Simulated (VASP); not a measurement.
Band structure of KCl. All values below come from PBE GGA, VASP's PBE PAW potentials (set 64) (plane waves; VASP 6.6.1).

The cell holds a wide vacuum, so values per volume refer to the whole cell.

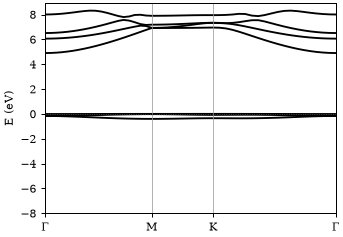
Figure: Bands along high-symmetry lines, zero at the valence-band maximum or, without a gap, the Fermi level

Task: Read the plot: is there a gap, and where are the band edges?

Result: The gap is indirect, 4.90 eV, from the valence maximum at M-K at 0.89 to the conduction minimum at Γ.

The cell is a sheet with vacuum, built from a generated structure.
